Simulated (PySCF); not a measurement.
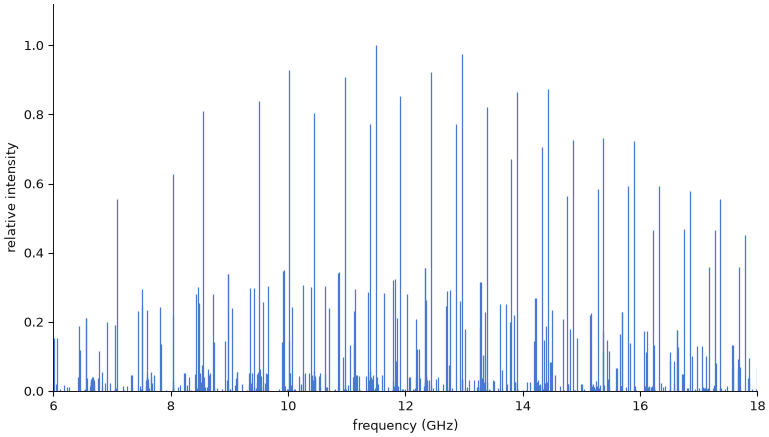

CH₃Cl₅Si₂, SMILES C[Si](Cl)(Cl)[Si](Cl)(Cl)Cl. Simulated rotational absorption lines between 6 and 18 GHz at 1.5 K: rigid rotor with the equilibrium constants and dipole of one optimised conformer (PBE0-D3(BJ)/def2-SVP, PySCF 2.14.0), commonest isotopes; no centrifugal distortion, hyperfine structure, internal rotation or nuclear-spin weights; lines within 1 MHz of each other are summed.

What are the rotational constants, and what kind of rotor is it?

Answer. Rotational constants A, B, C = 0.7344, 0.4943, 0.4512 GHz; Ray's κ = −0.70, an asymmetric top on the prolate side.

Which dipole components drive the lines?

Answer.
|μa|, |μb|, |μc| = 0.70, 0.03, 1.89 D; c-type lines carry 89 % of the intensity in this range.

Known limits of this run: coarse grid, loose stop and no frequency check, small forces are noise and the end may be a saddle.
